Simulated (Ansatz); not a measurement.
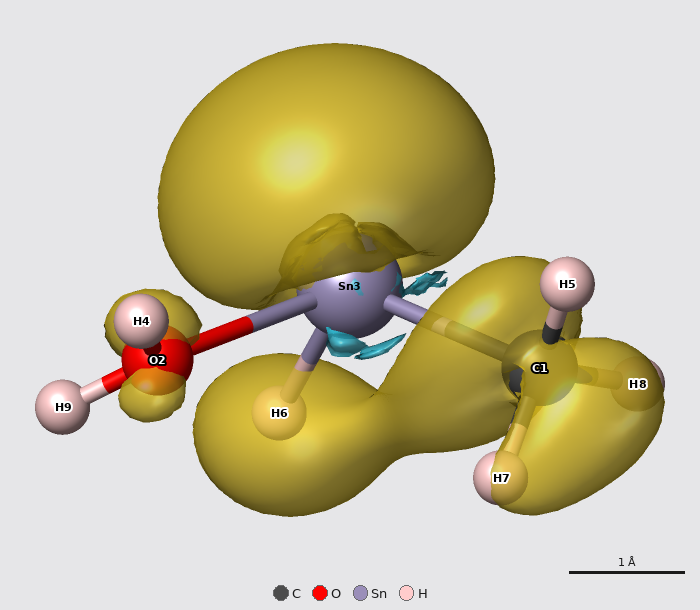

Figure. CH6OSn (SMILES [CH3][SnH][OH2+]) (charge +1, doublet). Isosurfaces of the spin density at +0.015 (yellow) and −0.015 e/Å³ (cyan), seen from one side.

Geometry: B3LYP-D3(BJ)/def2-SVP; core potentials replace the inner electrons of Sn.

Computed with isolated molecule in a Gaussian basis; Kohn-Sham density functional theory, functional PBE0 in Ansatz.

```xyz
9

C    -0.3126   -0.3427   -0.9219
O     1.2417    1.7080    1.2069
Sn   -0.8228    0.7612    0.9019
H     1.6791    2.3292    0.6004
H    -0.3671    0.3138   -1.7988
H    -0.6353   -0.0950    2.4106
H     0.7045   -0.7286   -0.7559
H    -1.0444   -1.1606   -0.9976
H     1.6759    1.7845    2.0739
```

### Where is the unpaired spin?

The unpaired spin (1 electron) lies mostly on Sn3 (about 0.7), C1 (about 0.2) and H6 (about 0.1), in electrons by Hirshfeld's partition.
